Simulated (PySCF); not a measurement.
## Electronic structure of C6H10AlN in real space

```csv
atom,x (Å),y (Å),z (Å)
C,-2.4202,-0.9913,-0.3405
C,-1.2277,-0.1144,-0.1409
C,-1.3506,1.2680,-0.0024
C,-0.2200,2.0454,0.1858
C,1.0147,1.4200,0.2302
N,1.1308,0.1091,0.1035
Al,2.7684,-1.0224,0.1752
C,0.0549,-0.6381,-0.0734
H,-2.1208,-1.9655,-0.7164
H,-3.1187,-0.5355,-1.0387
H,-2.9402,-1.1332,0.6066
H,-2.3274,1.7281,-0.0444
H,-0.2939,3.1161,0.2926
H,1.9431,1.9556,0.3671
H,2.3865,-1.8603,1.4576
H,2.5875,-1.7747,-1.2020
H,3.8647,0.0984,0.2934
H,0.2603,-1.6989,-0.1651
```

Geometry: GFN2-xTB.

Level of theory: PySCF 2.14.0, PBE0/pcSseg-1, SCF density, gas phase, non-relativistic.

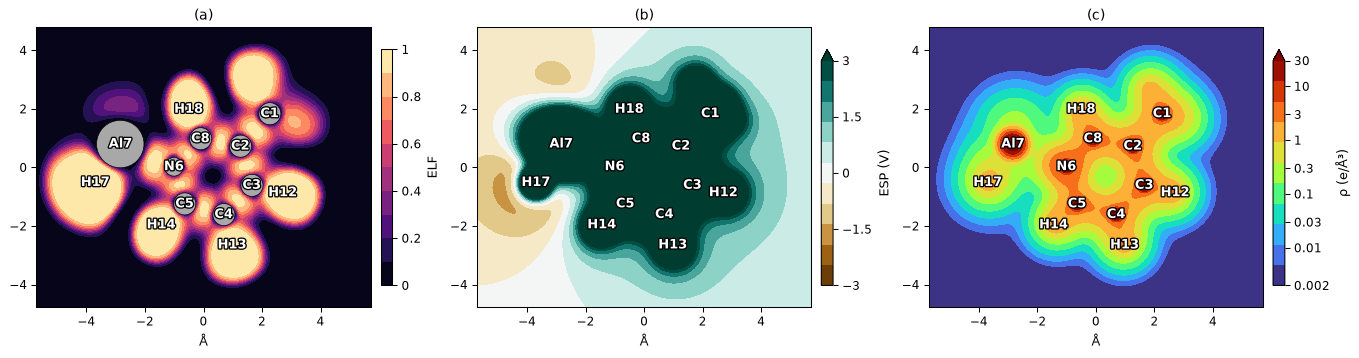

Figure 1. (a) ELF; (b) electrostatic potential; (c) total electron density on the plane of atoms C4, C3 and H12. Grey discs cover the atomic cores in the ELF map.

**Describe what can be read from this map.**

The section cuts through C, N, Al and H sites.
C–N (1.32 Å): ρ is about 2.5 e/Å³ halfway; the ELF peaks at about 0.90 between the atoms, as expected for a covalent bond.
C–C (1.38 Å): ρ at the midpoint is about 2.1 e/Å³; the ELF peaks at about 0.95 between the atoms: localised, covalent bonding.
Al–N (1.99 Å): ρ is about 0.53 e/Å³ halfway; the ELF peaks at about 0.95 in the valence shell of N, 0.7 Å from its nucleus, and is about 0.70 at the midpoint.
C–H (1.08 Å): ρ at the midpoint is about 2.1 e/Å³; the ELF climbs to about 1 towards the hydrogen, as it does in any bond to H; a covalent bond by its length.
C–C (1.49 Å): the density is about 1.7 e/Å³ at the midpoint; the ELF peaks at about 0.95 between the atoms (a covalent bond).
Outside the dense part of the molecule the potential is most negative (−1.5 V) near H17.

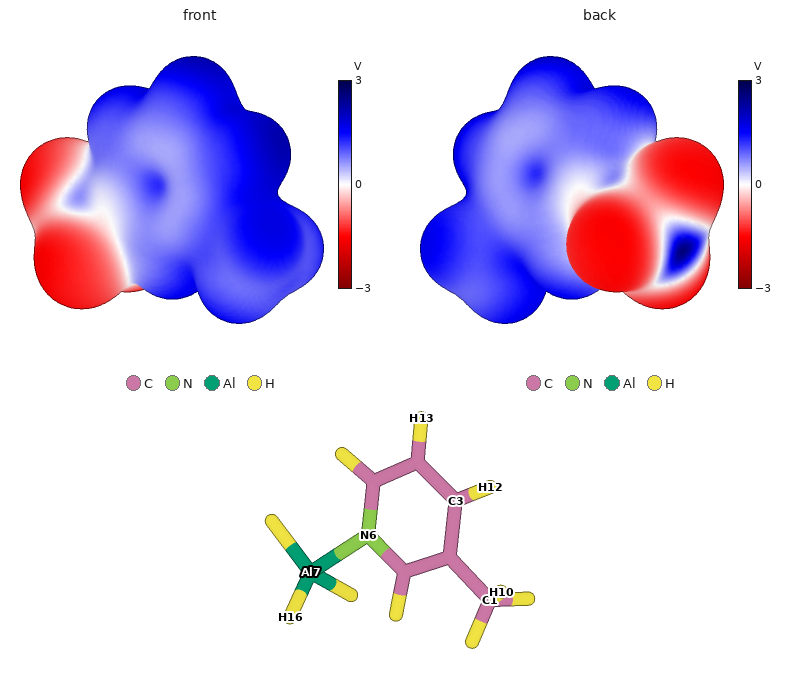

Figure 2. The molecular electrostatic potential painted on the density surface at 0.004 e/bohr³, seen from the front and from behind; the colour scale runs from red (negative) to blue (positive). The bare structure is drawn below in the same view.

**Describe the electrostatic potential map.**

The most negative region (about −1.5 V, or −35 kcal/mol for a unit charge) lies over H15, H16 and H17, the most positive (about +2.1 V, or +48 kcal/mol for a unit charge) over Al7 and H12.

**What dipole moment does the calculation give?**

Its dipole moment is 7.38 D.
